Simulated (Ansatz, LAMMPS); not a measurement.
**Glassy 68B2O3-32K2O (mol %) (83 atoms): geometry optimisation**

Aim: bring glassy 68B2O3-32K2O (mol %) (83 atoms) to a nearby minimum of the energy and see what moves.

Calculated with Ansatz 0.2.0; Kohn-Sham DFT, PBE, PAW (set soft_2), plane waves.

### Step 1. Starting point

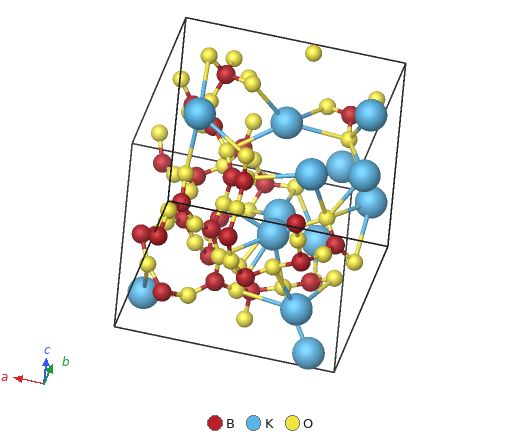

Start, viewed from a free direction; boron red, potassium blue, oxygen yellow. Bonds to atoms that aren't drawn are left out. Some periodic images of atoms are drawn too.

The cell holds 83 atoms: 26 B, 12 K and 45 O. Its edges and angles: a = 10.412 Å, b = 10.412 Å, c = 10.412 Å, α = 90.0°, β = 90.0°, γ = 90.0°. 83 atoms (26 B, 12 K, 45 O) placed at random at 2.19 g/cm³, melted at 3000 K for 20 ps at fixed volume with the Buckingham and Coulomb pair potential of Guillot and Sator (Geochim. Cosmochim. Acta 71, 1249 (2007)) with the boron terms of Wang et al. (J. Non-Cryst. Solids 498, 294 (2018)). Quenched from 3000 K to 300 K at 100 K/ps and fixed volume, held 10 ps at zero pressure, then minimised at fixed cell.

What the set-up can't give: The quench rate of 100 K/ps far exceeds what a furnace or splat quench reaches, so expect more defects and frozen-in strain than in a real sample. The network of bonds at the start is that of the classical potential that made the cell. The Brillouin zone is sampled at Γ only, in a cell whose shortest periodic width is 10 Å.

### Step 2. How the cell was made

A classical potential supplies the starting structure, since it reaches far longer times than DFT.

This step: classical MD, Buckingham and Coulomb pair potential of Guillot and Sator (Geochim. Cosmochim. Acta 71, 1249 (2007)) with the boron terms of Wang et al. (J. Non-Cryst. Solids 498, 294 (2018)) (LAMMPS 22 Jul 2025 - Update 4).

Input file in.lmp:

```
# melt-quench of B26K12O45
units metal
atom_style charge
boundary p p p
region box block 0 10.3719 0 10.3719 0 10.3719
create_box 3 box
mass 1 10.8100   # B
mass 2 39.0983   # K
mass 3 15.9990   # O
create_atoms 1 random 26 35396 NULL overlap 1.5 maxtry 2000
create_atoms 2 random 12 35403 NULL overlap 1.5 maxtry 2000
create_atoms 3 random 45 35410 NULL overlap 1.5 maxtry 2000
pair_style buck/coul/long 9.0
pair_coeff * * 0.0 1.0 0.0
pair_coeff 1 3 206941.81 0.124 35.0018   # B-O
pair_coeff 2 3 2284.77 0.29 0   # K-O
pair_coeff 3 3 9022.79 0.265 85.0921   # O-O
pair_coeff 1 1 484.40 0.35 0.0   # B-B
set type 1 charge 1.4175
set type 2 charge 0.4725
set type 3 charge -0.945
kspace_style pppm 1.0e-4
neigh_modify delay 0 every 1 check yes
thermo_style custom step time temp pe press density
thermo_modify norm yes
timestep 0.001
thermo 100
min_style cg
minimize 1e-4 1e-4 200 2000
reset_timestep 0
velocity all create 3000 35397 mom yes dist gaussian
fix lim all nve/limit 0.05
fix lan all langevin 3000 3000 0.1 35398 zero yes
thermo 500
# [... 11 lines left out ...]
thermo 3333
fix md all npt temp 300 300 0.1 iso 0 0 1
run 10000 post no
unfix md
thermo 100
min_style cg
minimize 0 1e-3 2000 20000
write_dump all custom glass.dump id type xs ys zs modify sort id
```

On the command line:

```
> lmp -in in.lmp -log none -nocite
```

Numbers of over 12 decimals in the logs are rounded to 6 here.

What it wrote:

```text
LAMMPS (22 Jul 2025 - Update 4)
Created orthogonal box = (0 0 0) to (10.3719 10.3719 10.3719)
Created 26 atoms
Created 12 atoms
Created 45 atoms
PPPM initialization ...
  G vector (1/distance) = 0.31979611
  grid = 8 8 8
  estimated relative force accuracy = 7.4186036e-05
   Step          Time           Temp          PotEng         Press         Density
         0   0              0              1.1842001      942705.85      2.1880081
       100   0.1            0             -9.3935073      20170.48       2.1880081
       160   0.16           0             -9.575794       21667.534      2.1880081
Loop time of 0.148104 s on 1 MPI rank(s) for 160 steps with 83 atoms
[... 39 lines left out ...]
     56661   56.661         333.54733     -9.6802068     -14413.562      2.1204764
     58000   58             340.42052     -9.6764453      18655.214      2.1629619
Loop time of 4.35129 s on 1 MPI rank(s) for 10000 steps with 83 atoms
   Step          Time           Temp          PotEng         Press         Density
     58000   58             340.42052     -9.6764441      18656.02       2.1629619
     58062   58.062         340.42052     -9.719493       4190.008       2.1629619
Loop time of 0.079638 s on 1 MPI rank(s) for 62 steps with 83 atoms
Minimization stats:
  Stopping criterion = linesearch alpha is zero
  Energy initial, next-to-last, final =
     -9.67644407234122  -9.71949298813568  -9.71949298813568
  Force two-norm initial, final = 17.673272 0.18228684
  Iterations, force evaluations = 62 153
```

The job ended after 24 s (1 thread of Arm Neoverse V1, shared host; peak memory 0.071 GiB).

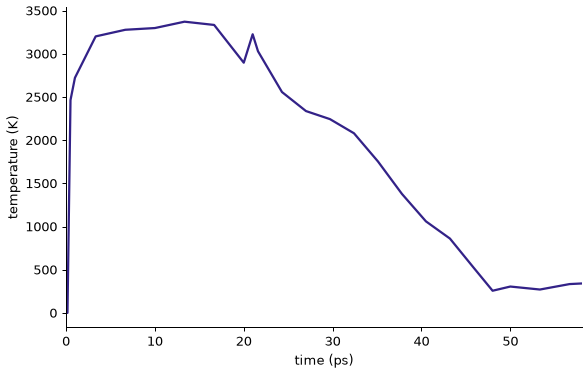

Temperature, plotted against time.

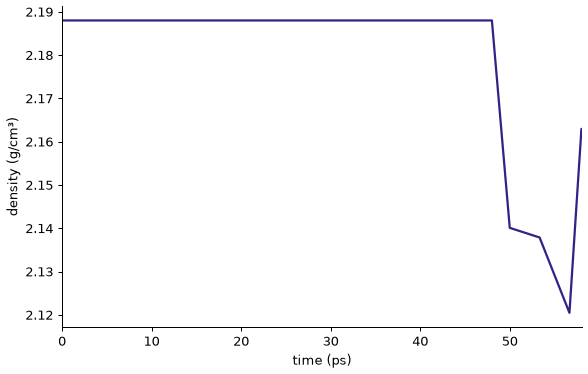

Density, plotted against time.

### Step 3. Single point at the start

A single point comes first, to see the forces before anything moves.

Input file input.yaml:

```yaml
crystal:
  lattice:
    - [10.41178, 0.0, 0.0]
    - [0.0, 10.41178, 0.0]
    - [0.0, 0.0, 10.41178]
  atoms:
    - { symbol: B, position: [0.62407, 0.09273, 0.41654] }
    - { symbol: B, position: [0.97746, 0.71876, 0.00684] }
    - { symbol: B, position: [0.62419, 0.28584, 0.14321] }
    - { symbol: B, position: [0.85517, 0.28789, 0.02731] }
    - { symbol: B, position: [0.3192, 0.67159, 0.06141] }
    - { symbol: B, position: [0.17745, 0.18054, 0.32383] }
    - { symbol: B, position: [0.17215, 0.72858, 0.85959] }
    - { symbol: B, position: [0.87859, 0.12135, 0.83971] }
    - { symbol: B, position: [0.84153, 0.52062, 0.89211] }
    - { symbol: B, position: [0.40904, 0.10394, 0.85574] }
    - { symbol: B, position: [0.15685, 0.57954, 0.25826] }
    - { symbol: B, position: [0.58264, 0.02598, 0.67929] }
    - { symbol: B, position: [0.76808, 0.66308, 0.69569] }
    - { symbol: B, position: [0.75308, 0.28964, 0.68344] }
    - { symbol: B, position: [0.65962, 0.65087, 0.45448] }
    - { symbol: B, position: [0.79184, 0.30375, 0.43091] }
    - { symbol: B, position: [0.64306, 0.85444, 0.29648] }
    - { symbol: B, position: [0.4064, 0.93418, 0.0697] }
    - { symbol: B, position: [0.98857, 0.36966, 0.25526] }
    - { symbol: B, position: [0.70384, 0.50552, 0.25982] }
    - { symbol: B, position: [0.53874, 0.55036, 0.00587] }
    - { symbol: B, position: [0.67497, 0.77251, 0.04123] }
    - { symbol: B, position: [0.5633, 0.32538, 0.85959] }
    - { symbol: B, position: [0.77571, 0.89118, 0.81954] }
    - { symbol: B, position: [0.43174, 0.1319, 0.24616] }
    - { symbol: B, position: [0.88176, 0.68667, 0.23551] }
    - { symbol: K, position: [0.41094, 0.42829, 0.35729] }
    - { symbol: K, position: [0.34476, 0.854, 0.40792] }
    - { symbol: K, position: [0.0088, 0.54019, 0.55505] }
    - { symbol: K, position: [0.12391, 0.38495, 0.82643] }
    - { symbol: K, position: [0.36144, 0.27114, 0.58242] }
    - { symbol: K, position: [0.89234, 0.97372, 0.52036] }
    - { symbol: K, position: [0.12807, 0.03057, 0.05177] }
    - { symbol: K, position: [0.25883, 0.34388, 0.04334] }
    - { symbol: K, position: [0.10254, 0.82155, 0.48341] }
    - { symbol: K, position: [0.45752, 0.74597, 0.73518] }
    - { symbol: K, position: [0.8897, 0.02995, 0.19223] }
    - { symbol: K, position: [0.13245, 0.00232, 0.68196] }
    - { symbol: O, position: [0.29858, 0.18095, 0.26564] }
    - { symbol: O, position: [0.835, 0.19721, 0.73746] }
    - { symbol: O, position: [0.04913, 0.49945, 0.24594] }
    - { symbol: O, position: [0.27875, 0.14917, 0.83956] }
    - { symbol: O, position: [0.69588, 0.65661, 0.58302] }
    - { symbol: O, position: [0.6647, 0.53513, 0.38579] }
    - { symbol: O, position: [0.62025, 0.06686, 0.55716] }
    - { symbol: O, position: [0.2099, 0.59776, 0.37899] }
    - { symbol: O, position: [0.6658, 0.95268, 0.75433] }
    - { symbol: O, position: [0.79474, 0.5881, 0.20724] }
    - { symbol: O, position: [0.66721, 0.97674, 0.3454] }
    - { symbol: O, position: [0.49397, 0.12205, 0.3727] }
    - { symbol: O, position: [0.8779, 0.98834, 0.82972] }
    - { symbol: O, position: [0.07277, 0.78001, 0.93501] }
    - { symbol: O, position: [0.9171, 0.18423, 0.95091] }
    - { symbol: O, position: [0.51099, 0.22, 0.169] }
    - { symbol: O, position: [0.88093, 0.36359, 0.35056] }
    - { symbol: O, position: [0.14235, 0.0814, 0.40508] }
    - { symbol: O, position: [0.46168, 0.0538, 0.73002] }
    - { symbol: O, position: [0.42294, 0.00545, 0.18228] }
    - { symbol: O, position: [0.09136, 0.28001, 0.29856] }
    - { symbol: O, position: [0.78424, 0.33592, 0.56163] }
    - { symbol: O, position: [0.41459, 0.99892, 0.95218] }
    - { symbol: O, position: [0.81442, 0.78064, 0.73957] }
    - { symbol: O, position: [0.54965, 0.44019, 0.92925] }
    - { symbol: O, position: [0.65709, 0.82003, 0.16652] }
    - { symbol: O, position: [0.63903, 0.41174, 0.19078] }
    - { symbol: O, position: [0.94622, 0.74732, 0.13394] }
    - { symbol: O, position: [0.8314, 0.39726, 0.94034] }
    - { symbol: O, position: [0.36779, 0.80509, 0.07748] }
    - { symbol: O, position: [0.73871, 0.84436, 0.9479] }
    - { symbol: O, position: [0.79355, 0.55472, 0.77086] }
    - { symbol: O, position: [0.62853, 0.65106, 0.00374] }
    - { symbol: O, position: [0.16991, 0.72938, 0.72751] }
    - { symbol: O, position: [0.42512, 0.57806, 0.07188] }
    - { symbol: O, position: [0.63995, 0.32001, 0.74875] }
    - { symbol: O, position: [0.71338, 0.20187, 0.39142] }
    - { symbol: O, position: [0.72931, 0.23973, 0.07406] }
    - { symbol: O, position: [0.93851, 0.32736, 0.13181] }
    - { symbol: O, position: [0.61366, 0.75759, 0.38648] }
    - { symbol: O, position: [0.26732, 0.66306, 0.92792] }
    - { symbol: O, position: [0.92195, 0.60991, 0.95139] }
    - { symbol: O, position: [0.21656, 0.63732, 0.15243] }
    - { symbol: O, position: [0.49229, 0.2158, 0.8895] }
    - { symbol: O, position: [0.88476, 0.7348, 0.35911] }
kpoints:
  mp_grid: { grid: [1, 1, 1] }
hamiltonian:
  xc: pbe
scf:
  occupations: { method: fixed }
output:
  forces: true
  stress: true
  populations: true
  dos:
    method: { smearing: { sigma: 0.08 } }
    de: 0.1
    projected: { site_lists: { B: [B], K: [K], O: [O] } }
  eigenvalues: true
```

On the command line:

```
> ansatz run input.yaml --threads 4 --pin off --max-ram 8192MiB --backend cpu --events-out ev --progress --plain --runs-dir out
```

What it wrote:

```text
Engine: ansatz 0.2.0, aarch64-unknown-linux-gnu
Pseudopotentials: kind: paw
Pseudopotential: B, paw, valence charge 3, recommended cutoff 420 eV (normal), B.paw.azcp
Pseudopotential: K, paw, valence charge 9, recommended cutoff 420 eV (normal), K.paw.azcp
Pseudopotential: O, paw, valence charge 6, recommended cutoff 420 eV (normal), O.paw.azcp
[... 5 lines on functional and potentials left out ...]
Crystal: 83 atoms, lattice volume = 1128.691 Å³
Basis set: ecut = 420 eV, 22119 PW (Γ), exchange–correlation on 144×144×144 points (8 copies of the dense FFT grid, shifted against one another)
Bands: 311, of which v1, the nominal top of the filled ones, is band 228 counted from 1 (227 counted from 0)
Symmetry: 1 space group operations
Space group: P1 (ITA 1), of the structure as read, at distance tolerance 1.0e-4 Å
k-points: 1
[... 7 lines on functional and potentials left out ...]
Initial density: superposition of atomic densities (neutral atoms: chi_scale 0, normalization atom), corrected by the library's trained network
Initial wavefunctions: pseudopotential atomic-orbital guess
Functional: x = pbe(κ = 0.804, μ = 0.219515), c = pbe(β = 0.066725)
SCF iter   1: F=—  HF=-48104.747751 eV  |F-HF|=—  |Δ(HF+E_count)|=         —  Δρ=3.59e-3  dr2=2.44e-1  ethr=1.77e-3  ⟨swp⟩=6.0  Hψ=1040  notcnv=0  defer=81
preconditioner: auto → Resta (q_TF=auto, 2.346 Å⁻¹)  ε∞=3.2  [insulator: Δε(μ)=1.907 eV  Ē_g=15.484 eV  n_scr=250 (ndim 8)  ℏωp=23.0 eV  f_vac=0.153  ε∞_Penn≈3.2]
SCF iter   2: F=—  HF=-48104.739320 eV  |F-HF|=—  |Δ(HF+E_count)|=   8.43e-3  Δρ=1.85e-3  dr2=7.14e-2  ethr=5.36e-5  ⟨swp⟩=3.0  Hψ=536  notcnv=0  defer=81
SCF iter   3: F=—  HF=-48104.738875 eV  |F-HF|=—  |Δ(HF+E_count)|=   4.45e-4  Δρ=1.01e-3  dr2=2.09e-2  ethr=1.57e-5  ⟨swp⟩=3.0  Hψ=412  notcnv=0  defer=81
SCF iter   4: F=—  HF=-48104.738279 eV  |F-HF|=—  |Δ(HF+E_count)|=   5.96e-4  Δρ=3.60e-4  dr2=2.43e-3  ethr=4.58e-6  ⟨swp⟩=3.0  Hψ=412  notcnv=0  defer=81
SCF iter   5: F=—  HF=-48104.739442 eV  |F-HF|=—  |Δ(HF+E_count)|=   1.16e-3  Δρ=3.01e-4  dr2=1.00e-3  ethr=5.32e-7  ⟨swp⟩=3.0  Hψ=412  notcnv=0  defer=81
SCF iter   6: F=—  HF=-48104.739556 eV  |F-HF|=—  |Δ(HF+E_count)|=   1.14e-4  Δρ=9.42e-5  dr2=1.06e-4  ethr=2.20e-7  ⟨swp⟩=2.0  Hψ=410  notcnv=0  defer=81
SCF iter   7: F=—  HF=-48104.739645 eV  |F-HF|=—  |Δ(HF+E_count)|=   8.89e-5  Δρ=3.42e-5  dr2=1.54e-5  ethr=2.32e-8  ⟨swp⟩=2.0  Hψ=410  notcnv=0  defer=81
SCF iter   8: F=—  HF=-48104.741181 eV  |F-HF|=—  |Δ(HF+E_count)|=   1.54e-3  Δρ=1.82e-5  dr2=3.66e-6  ethr=3.38e-9  ⟨swp⟩=2.0  Hψ=537  notcnv=0  defer=81
SCF iter   9: F=—  HF=-48104.741183 eV  |F-HF|=—  |Δ(HF+E_count)|=   2.72e-6  Δρ=5.04e-6  dr2=3.14e-7  ethr=8.04e-10  ⟨swp⟩=2.0  Hψ=426  notcnv=0  defer=81
SCF iter  10: F=—  HF=-48104.741184 eV  |F-HF|=—  |Δ(HF+E_count)|=   4.61e-7  Δρ=4.20e-6  dr2=1.73e-7  ethr=2.19e-11  ⟨swp⟩=20.0  Hψ=2454  notcnv=0
SCF iter  11: F=-48104.741184 eV  HF=-48104.741184 eV  |F-HF|=8.08e-9  |Δ(HF+E_count)|=   5.31e-9  Δρ=9.93e-7  dr2=1.01e-8  ethr=2.19e-11  ⟨swp⟩=5.0  Hψ=1131  notcnv=0
SCF 1 converged in 11 iterations: F = -48104.741184 eV  dr2 = 1.01e-8
  greatest PAW one-centre occupation: 0.988 electrons in one spin orbital (limit 2), on the K atom at site 34 (counted from 0), in its partial waves of l = 0
SCF converged after 11 iterations
Free energy (F): -48104.741184 eV
Harris-Foulkes:  -48104.741184 eV  (|F-HF|=8.08e-9)
Internal energy: -48104.741184 eV  (E = F + TS)
E sigma→0 (E₀):  -48104.741184 eV
Fermi energy:    3.940086 eV
--- Per-component energies (eV) ---
  E_band       = -2852.110758
  E_kinetic    = 12212.783814
  E_local      = -33393.215526  (includes V_loc(G=0)·N_el)
  E_nonlocal   = 2610.720464
  E_hartree    = 12470.253278
  E_xc         = -5744.885201
  E_vxc        = -7162.982949  (∫ρ·V_xc dr)
  E_paw        = -18570.813151  (= ΣΔE_a)
  E_vpaw       = -2060.035503  (= ΣTr[D̂ρ^β])
  E_aug_tail   = 0.114312  (compensation charges beyond the density's cutoff)
  E_ewald      = -17689.699174
  E_smearing   = -0.000000  (= −TS)
  E_closure    = 0.000000  (closes the sum)
  Σ components = -48104.741184   (vs F -48104.741184, Δ=0.00e0)
--- Forces (eV/Å), atoms counted from 1 ---
  atom   1  B     -1.58763674     0.49521272     0.17365191
  atom   2  B     -0.24733311    -1.98518394    -0.25540462
  atom   3  B      0.76444440    -1.20002325     0.15453077
  atom   4  B     -0.53651842     1.95877825     1.77896124
  atom   5  B     -0.11816616     0.85943226     0.28701253
  atom   6  B     -0.74314054    -0.32585376     0.50385701
  atom   7  B      0.18377757    -1.27073140    -0.29300180
  atom   8  B     -1.96682028     0.40564921     0.78109908
  atom   9  B      0.92363218    -0.52521684     1.77761112
  atom  10  B     -0.04714338     0.12329405     0.33757908
  atom  11  B      0.55024320    -0.60259178     0.49861498
  atom  12  B      0.70727140    -0.06252442     0.45398087
  atom  13  B      0.55471951     1.42189711     1.90441834
  atom  14  B     -0.92790968    -0.68123664     0.43766174
[...]
atom  82  O      0.85321706     2.55281422     0.23268834
  atom  83  O      1.06626334     0.35385328    -0.66779191
  max |Σ_I F_I| component: 2.91e-5 eV/Å
--- Stress (GPa, compression-positive) ---
       -3.284853      -2.546849       1.347255
       -2.546845      -7.029387      -0.047685
        1.347247      -0.047685      -5.441660
  P = ⅓ Tr σ = -5.2520 GPa (-52.520 kbar)
--- Band table (eV) ---
  k-point 0: bands = ["-27.9905", "-27.6163", "-27.2729", "-27.0853", [... 295 levels ...], "11.7793", "11.8738", "11.8986", "11.9314", "12.0371", "12.0652", "12.1108", "12.1128", "12.1689", "12.2074", "12.2747", "12.3154"]
--- Löwdin populations: 83 sites ---
  site symbol       q [e]
     0      B      2.4423
     1      B      2.3455
     2      B      2.3826
[...]
82      O      6.7522
  spilling = 0.007640 (of n_electrons = 456.000000)
```

Wall time 20 s (4 threads of Arm Neoverse V1, shared host); peak memory 1.3 GiB; 73 s of CPU time.

Numbers from this run:

| Quantity | Value |
| --- | --- |
| free energy | -48104.7412 eV |
| free energy per atom | -579.5752 eV/atom |
| SCF cycles | 11 |
| pressure | -5.252 GPa |
| r.m.s. force component | 0.9083 eV/Å |
| longest force | 2.991 eV/Å |
| Fermi energy | 3.94 eV |
| gap (highest filled to lowest empty level) | 1.648 eV |
| spilling of the projection | 0.00764 |

The r.m.s. force component of 0.91 eV/Å and the pressure of -5.3 GPa set the starting point.

Length of the force by element:

| element | coordination | atoms | mean length of the force (eV/Å) | spread | least | most |
| --- | --- | --- | --- | --- | --- | --- |
| B | all | 26 | 1.59 | 0.603 | 0.362 | 2.70 |
| K | all | 12 | 1.48 | 0.437 | 0.875 | 2.18 |
| O | all | 45 | 1.39 | 0.565 | 0.361 | 2.99 |

(Part 1 of 4 ends here.)

[Logs are printed without paths, hosts, clocks, repeated set-up lines and the standing remarks that a program may print on its own settings, such as how far it seeks lower states.]

[Hosts, paths, dates, database ids (printed as entryN), source tags and the programs' standing remarks are cut or masked in the printed files.]
